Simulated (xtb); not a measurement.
## Run report: C₂H₃F₂S, frequency calculation

System: C₂H₃F₂S, multiplicity 2, SMILES CS[C](F)F.
Method: GFN2-xTB (xtb 6.7.1).

The geometry was optimised with GFN2-xTB.

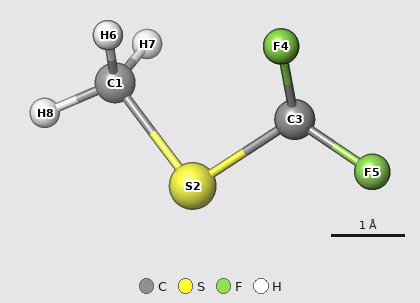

**Figure 1.** The structure as given in the input (ball-and-stick view, seen at a tilt; atoms are numbered from 1 in the order of the input).

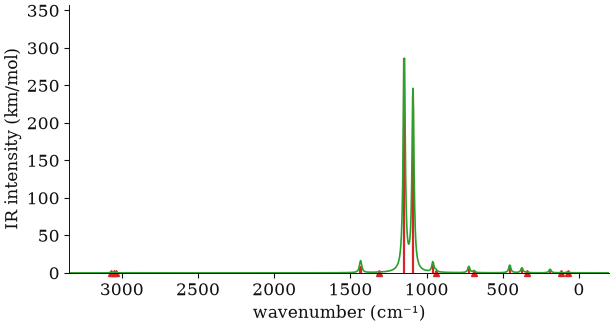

**Figure 2.** Harmonic infrared spectrum, unscaled: sticks (degenerate modes added up, dark ones marked on the axis) with a Lorentzian envelope of 16 cm⁻¹ full width, scaled to the tallest stick. 18 modes from 74 to 3072 cm⁻¹, none imaginary. The strongest line is at 1147 cm⁻¹ (286 km/mol).

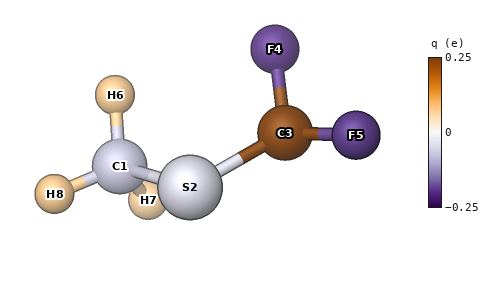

**Figure 3.** Mulliken charges, as the colour of each atom (ball-and-stick view, seen at a tilt; atoms are numbered from 1 in the order of the input). By element: C −0.07 to +0.24, S −0.04, F −0.19 to −0.18 and H +0.08 e.

The input that produced these results follows, with the program's output.

### The input (geom.xyz)
```
8
C2H3F2S
C     -0.86203    -0.61192     0.62447
S      0.65443     0.34784     0.92357
C      1.14373     0.51554    -0.73578
F      0.22143     0.95870    -1.61112
F      2.29011     1.16921    -0.94278
H     -1.51766    -0.05547    -0.03778
H     -0.59675    -1.57006     0.18858
H     -1.33326    -0.75383     1.59087
```

### File .CHRG
```
0
```

### File .UHF
```
1
```

Run as:
```bash
xtb geom.xyz --hess --gfn 2 -P 1 > out.txt 2> xtb.err
```

### What the program printed
```
* xtb version 6.7.1
   ID    Z sym.   atoms
    1    6 C      1, 3
    2   16 S      2
    3    9 F      4, 5
    4    1 H      6-8

           -------------------------------------------------
          |                Calculation Setup                |
           -------------------------------------------------

          program call               : xtb geom.xyz --hess --gfn 2 -P 1
          coordinate file            : geom.xyz
          omp threads                :                     1

           -------------------------------------------------
          |                 G F N 2 - x T B                 |
           -------------------------------------------------

      * Hamiltonian:
        H0-scaling (s, p, d)           1.850000    2.230000    2.230000
        zeta-weighting                 0.500000
      * Dispersion:
        s8                             2.700000
        a1                             0.520000
        a2                             5.000000
        s9                             5.000000
      * Repulsion:
        kExp                           1.500000    1.000000
        rExp                           1.000000
      * Coulomb:
        alpha                          2.000000
        third order                    shell-resolved
        anisotropic                    true
        a3                             3.000000
        a5                             4.000000
        cn-shift                       1.200000
        cn-exp                         4.000000
        max-rad                        5.000000

          ...................................................
          :                      SETUP                      :
          :.................................................:
          :  # basis functions                  29          :
          :  # atomic orbitals                  28          :
          :  # shells                           14          :
          :  # electrons                        31          :
          :  max. iterations                   250          :
          :  Hamiltonian                  GFN2-xTB          :
          :  restarted?                      false          :
          :  GBSA solvation                  false          :
          :  PC potential                    false          :
          :  electronic temp.          300.0000000     K    :
          :  accuracy                    1.0000000          :
          :  -> integral cutoff          0.2500000E+02      :
          :  -> integral neglect         0.1000000E-07      :
          :  -> SCF convergence          0.1000000E-05 Eh   :
          :  -> wf. convergence          0.1000000E-03 e    :
          :  Broyden damping             0.4000000          :
          :  net charge                          0          :
          :  unpaired electrons                  1          :
          ...................................................

 iter      E             dE          RMSdq      gap      omega  full diag
   1    -18.5090866 -0.185091E+02  0.452E+00    3.04       0.0  T
   2    -18.5297558 -0.206692E-01  0.247E+00    3.56       1.0  T
   3    -18.5326365 -0.288067E-02  0.143E+00    3.17       1.0  T
   4    -18.5359706 -0.333416E-02  0.479E-01    3.37       1.0  T
   5    -18.5361837 -0.213077E-03  0.172E-01    3.33       1.0  T
   6    -18.5361897 -0.606350E-05  0.701E-02    3.33       1.0  T
   7    -18.5361949 -0.519701E-05  0.206E-02    3.34       1.7  T
   8    -18.5361952 -0.249145E-06  0.771E-03    3.34       4.6  T
   9    -18.5361953 -0.780279E-07  0.182E-03    3.34      19.4  T
  10    -18.5361953 -0.587481E-08  0.522E-04    3.34      67.7  T
  11    -18.5361953 -0.397836E-09  0.130E-04    3.34     272.8  T

   *** convergence criteria satisfied after 11 iterations ***

         #    Occupation            Energy/Eh            Energy/eV
      -------------------------------------------------------------
         1        2.0000           -0.8537514             -23.2318
       ...           ...                  ...                  ...
        10        2.0000           -0.5270901             -14.3429
        11        2.0000           -0.5247493             -14.2792
        12        2.0000           -0.5175785             -14.0840
        13        2.0000           -0.5060307             -13.7698
        14        2.0000           -0.4892017             -13.3119
        15        2.0000           -0.4274082             -11.6304
        16        1.0000           -0.3507330              -9.5439 (HOMO)
        17                         -0.2280245              -6.2049 (LUMO)
        18                         -0.1628147              -4.4304
        19                         -0.0537919              -1.4638
        20                         -0.0315189              -0.8577
        21                         -0.0150498              -0.4095
       ...                                ...                  ...
        28                          0.4597857              12.5114
      -------------------------------------------------------------
                  HL-Gap            0.1227085 Eh            3.3391 eV
             Fermi-level           -0.3392247 Eh           -9.2308 eV

 SCC (total)                   0 d,  0 h,  0 min,  0.003 sec
 SCC setup                      ...        0 min,  0.000 sec (  1.749%)
 Dispersion                     ...        0 min,  0.000 sec (  0.813%)
 classical contributions        ...        0 min,  0.000 sec (  0.291%)
 integral evaluation            ...        0 min,  0.001 sec ( 17.062%)
 iterations                     ...        0 min,  0.002 sec ( 48.890%)
 molecular gradient             ...        0 min,  0.001 sec ( 28.838%)
 printout                       ...        0 min,  0.000 sec (  2.050%)

         :::::::::::::::::::::::::::::::::::::::::::::::::::::
         ::                     SUMMARY                     ::
         :::::::::::::::::::::::::::::::::::::::::::::::::::::
         :: total energy             -18.442569439255 Eh    ::
         :: gradient norm              0.000032066459 Eh/a0 ::
         :: HOMO-LUMO gap              3.339068336404 eV    ::
         ::.................................................::
         :: SCC energy               -18.536194706735 Eh    ::
         :: -> isotropic ES            0.020439139960 Eh    ::
         :: -> anisotropic ES          0.000263892059 Eh    ::
         :: -> anisotropic XC         -0.003883191954 Eh    ::
         :: -> dispersion             -0.004004843126 Eh    ::
         :: repulsion energy           0.093625267479 Eh    ::
         :: add. restraining           0.000000000000 Eh    ::
         :: total charge              -0.000000000000 e     ::
         :::::::::::::::::::::::::::::::::::::::::::::::::::::

           -------------------------------------------------
          |                Numerical Hessian                |
           -------------------------------------------------
step length          :   0.00500
SCC accuracy         :   0.30000
Hessian scale factor :   1.00000
frozen atoms in %    :   0.00000    0
RMS gradient         :   0.00003
estimated CPU  time      0.00 min

writing file <hessian>.

 projected vibrational frequencies (cm⁻¹)
eigval :       -0.00    -0.00     0.00     0.00     0.00     0.00
eigval :       73.61   117.93   189.79   340.66   374.73   454.26
eigval :      689.75   723.17   938.63   959.01  1089.24  1147.06
eigval :     1313.69  1430.62  1435.27  3039.35  3050.17  3071.85
           -------------------------------------------------
          |                Property Printout                |
           -------------------------------------------------

    * Orbital Energies and Occupations

         #    Occupation            Energy/Eh            Energy/eV
      -------------------------------------------------------------
         1        2.0000           -0.8537520             -23.2318
       ...           ...                  ...                  ...
         4        2.0000           -0.6373939             -17.3444
         5        2.0000           -0.6265576             -17.0495
         6        2.0000           -0.5876804             -15.9916
         7        2.0000           -0.5790837             -15.7577
         8        2.0000           -0.5708776             -15.5344
         9        2.0000           -0.5308225             -14.4444
        10        2.0000           -0.5270904             -14.3429
        11        2.0000           -0.5247496             -14.2792
        12        2.0000           -0.5175789             -14.0840
        13        2.0000           -0.5060306             -13.7698
        14        2.0000           -0.4892018             -13.3119
        15        2.0000           -0.4274079             -11.6304
        16        1.0000           -0.3507333              -9.5439 (HOMO)
        17                         -0.2280245              -6.2049 (LUMO)
        18                         -0.1628145              -4.4304
        19                         -0.0537919              -1.4638
        20                         -0.0315186              -0.8577
        21                         -0.0150495              -0.4095
        22                          0.1036883               2.8215
        23                          0.1328470               3.6150
        24                          0.1636970               4.4544
        25                          0.1833034               4.9879
        26                          0.2044129               5.5624
        27                          0.2208112               6.0086
        28                          0.4597858              12.5114
      -------------------------------------------------------------
                  HL-Gap            0.1227088 Eh            3.3391 eV
             Fermi-level           -0.3392247 Eh           -9.2308 eV

     #   Z          covCN         q      C6AA      α(0)
     1   6 C        3.744    -0.073    21.975     6.687
     2  16 S        1.981    -0.037   142.574    20.097
     3   6 C        2.542     0.242    23.027     7.842
     4   9 F        0.801    -0.193    11.162     3.947
     5   9 F        0.807    -0.180    11.028     3.923
     6   1 H        0.925     0.082     1.955     2.186
     7   1 H        0.925     0.078     1.999     2.211
     8   1 H        0.925     0.081     1.972     2.196

 Mol. C6AA /au·bohr⁶  :       1026.239783
 Mol. C8AA /au·bohr⁸  :      30806.551406
 Mol. α(0) /au        :         49.089287

Wiberg/Mayer (AO) data.
largest (>0.10) Wiberg bond orders for each atom

 ---------------------------------------------------------------------------
     #   Z sym  total        # sym  WBO       # sym  WBO       # sym  WBO
 ---------------------------------------------------------------------------
     1   6 C    3.963 --     2 S    0.998     6 H    0.979     8 H    0.979
                             7 H    0.978
     2  16 S    2.473 --     3 C    1.295     1 C    0.998
     3   6 C    3.369 --     2 S    1.295     5 F    1.030     4 F    1.013
     4   9 F    1.147 --     3 C    1.013
     5   9 F    1.166 --     3 C    1.030
     6   1 H    0.993 --     1 C    0.979
     7   1 H    0.994 --     1 C    0.978
     8   1 H    0.993 --     1 C    0.979
 ---------------------------------------------------------------------------

Topologies differ in total number of bonds
Writing topology from bond orders to xtbtopo.mol

molecular dipole:
                 x           y           z       tot (Debye)
 q only:       -0.790      -0.806       0.686
   full:       -0.930      -0.785       0.501       3.346
molecular quadrupole (traceless):
                xx          xy          yy          xz          yz          zz
 q only:       -0.279      -1.424       0.756       0.512       1.613      -0.478
  q+dip:       -1.574      -2.379       2.325      -0.556       1.505      -0.751
   full:       -1.001      -1.701       1.944      -0.510       1.492      -0.943

           -------------------------------------------------
Molecule has no symmetry elements
It seems to be the C1 point group
          |               Frequency Printout                |
           -------------------------------------------------
 projected vibrational frequencies (cm⁻¹)
eigval :       -0.00    -0.00     0.00     0.00     0.00     0.00
eigval :       73.61   117.93   189.79   340.66   374.73   454.26
eigval :      689.75   723.17   938.63   959.01  1089.24  1147.06
eigval :     1313.69  1430.62  1435.27  3039.35  3050.17  3071.85
 reduced masses (amu)
   1: 18.33   2: 18.58   3: 20.54   4: 19.88   5: 20.17   6: 20.87   7: 13.96   8:  5.03
   9: 14.19  10: 18.22  11: 21.68  12: 16.21  13: 19.23  14: 17.44  15:  3.16  16:  4.31
  17: 14.24  18: 14.25  19:  2.54  20:  1.64  21:  1.63  22:  1.39  23:  1.94  24:  1.88
 IR intensities (km·mol⁻¹)
   1:  1.00   2:  1.51   3:  0.04   4:  1.18   5:  1.51   6:  0.12   7:  1.46   8:  0.38
   9:  4.71  10:  1.39  11:  6.55  12: 10.27  13:  2.47  14:  8.16  15:  2.10  16: 13.08
  17:235.33  18:286.35  19:  0.49  20:  7.90  21:  8.97  22:  0.42  23:  0.58  24:  0.54
 Raman intensities (Ä⁴*amu⁻¹)
   1:  0.00   2:  0.00   3:  0.00   4:  0.00   5:  0.00   6:  0.00   7:  0.00   8:  0.00
   9:  0.00  10:  0.00  11:  0.00  12:  0.00  13:  0.00  14:  0.00  15:  0.00  16:  0.00
  17:  0.00  18:  0.00  19:  0.00  20:  0.00  21:  0.00  22:  0.00  23:  0.00  24:  0.00
 output can be read by thermo (or use thermo option).
 writing <g98.out> molden fake output.
 recommended (thermochemical) frequency scaling factor: 1.0
           -------------------------------------------------
          |             Thermodynamic Functions             |
           -------------------------------------------------

c1  symmetry found (for desy threshold:  0.10E+00) used in thermo

          ...................................................
          :                      SETUP                      :
          :.................................................:
          :  # frequencies                          18      :
          :  # imaginary freq.                       0      :
          :  linear?                             false      :
          :  only rotor calc.                    false      :
          :  symmetry                               c1      :
          :  rotational number                       1      :
          :  scaling factor                  1.0000000      :
          :  rotor cutoff                   50.0000000 cm⁻¹ :
          :  imag. cutoff                  -20.0000000 cm⁻¹ :
          :.................................................:

    mode    ω/cm⁻¹     T·S(HO)/kcal·mol⁻¹    T·S(FR)/kcal·mol⁻¹   T·S(vib)
   ------------------------------------------------------------------------
       1     73.61    -1.20880 ( 82.45%)    -0.94153 ( 17.55%)    -1.16190
       2    117.93    -0.93439 ( 96.87%)    -0.80207 (  3.13%)    -0.93025
       3    189.79    -0.66484 ( 99.52%)    -0.66123 (  0.48%)    -0.66482
   ------------------------------------------------------------------------

   temp. (K)  partition function   enthalpy   heat capacity  entropy
                                   cal/mol     cal/K/mol   cal/K/mol   J/K/mol
 298.15  VIB   23.7                 2140.791     13.391     13.302
         ROT  0.126E+06              888.752      2.981     26.315
         INT  0.298E+07             3029.543     16.372     39.617
         TR   0.926E+27             1481.254      4.968     39.613
         TOT                        4510.7968    21.3397    79.2293   331.4954

       T/K    H(0)-H(T)+PV         H(T)/Eh          T*S/Eh         G(T)/Eh
   ------------------------------------------------------------------------
    298.15    0.718841E-02    0.537514E-01    0.376444E-01    0.161070E-01
   ------------------------------------------------------------------------

         :::::::::::::::::::::::::::::::::::::::::::::::::::::
         ::                  THERMODYNAMIC                  ::
         :::::::::::::::::::::::::::::::::::::::::::::::::::::
         :: total free energy         -18.426462424611 Eh   ::
         ::.................................................::
         :: total energy              -18.442569439288 Eh   ::
         :: zero point energy           0.046563002019 Eh   ::
         :: G(RRHO) w/o ZPVE           -0.030455987342 Eh   ::
         :: G(RRHO) contrib.            0.016107014677 Eh   ::
         :::::::::::::::::::::::::::::::::::::::::::::::::::::

           -------------------------------------------------
          | TOTAL ENERGY              -18.442569439288 Eh   |
          | TOTAL ENTHALPY            -18.388818025009 Eh   |
          | TOTAL FREE ENERGY         -18.426462424611 Eh   |
          | GRADIENT NORM               0.000032475449 Eh/α |
          | HOMO-LUMO GAP               3.339076625354 eV   |
           -------------------------------------------------

------------------------------------------------------------------------
------------------------------------------------------------------------
 total:
 *  cpu-time:     0 d,  0 h,  0 min,  0.105 sec
 * ratio c/w:     0.990 speedup
 SCF:
 *  cpu-time:     0 d,  0 h,  0 min,  0.003 sec
 * ratio c/w:     1.000 speedup
 analytical hessian:
 *  cpu-time:     0 d,  0 h,  0 min,  0.096 sec
 * ratio c/w:     0.998 speedup
```

### File vibspectrum
```
$vibrational spectrum
#  mode     symmetry     wave number   IR intensity    selection rules
#                         cm**(-1)      (km*mol⁻¹)        IR
     1                      -0.00         0.00000          -
     2                      -0.00         0.00000          -
     3                       0.00         0.00000          -
     4                       0.00         0.00000          -
     5                       0.00         0.00000          -
     6                       0.00         0.00000          -
     7        a             73.61         1.46371         YES
     8        a            117.93         0.37871         YES
     9        a            189.79         4.71486         YES
    10        a            340.66         1.39316         YES
    11        a            374.73         6.55073         YES
    12        a            454.26        10.27472         YES
    13        a            689.75         2.46533         YES
    14        a            723.17         8.15549         YES
    15        a            938.63         2.10436         YES
    16        a            959.01        13.08076         YES
    17        a           1089.24       235.33097         YES
    18        a           1147.06       286.35351         YES
    19        a           1313.69         0.49012         YES
    20        a           1430.62         7.89982         YES
    21        a           1435.27         8.96659         YES
    22        a           3039.35         0.42267         YES
    23        a           3050.17         0.58498         YES
    24        a           3071.85         0.54483         YES
$end
```

### Standard error
```
normal termination of xtb
```

### Results in brief

| quantity | value |
| --- | --- |
| outcome | converged |
| electrons treated | 31 |
| total energy | −18.442569 hartree |
| dispersion energy | −0.004005 hartree |
| basis functions | 29 |
| zero-point energy | 0.046563 hartree |
| dipole moment | 3.35 D |
| wavenumbers, lowest and highest | 74 and 3072 cm⁻¹ |
| hardware | 1 thread of Intel Xeon (Granite Rapids), 64 GiB of memory available, shared host |
| peak memory | 0.074 GiB |
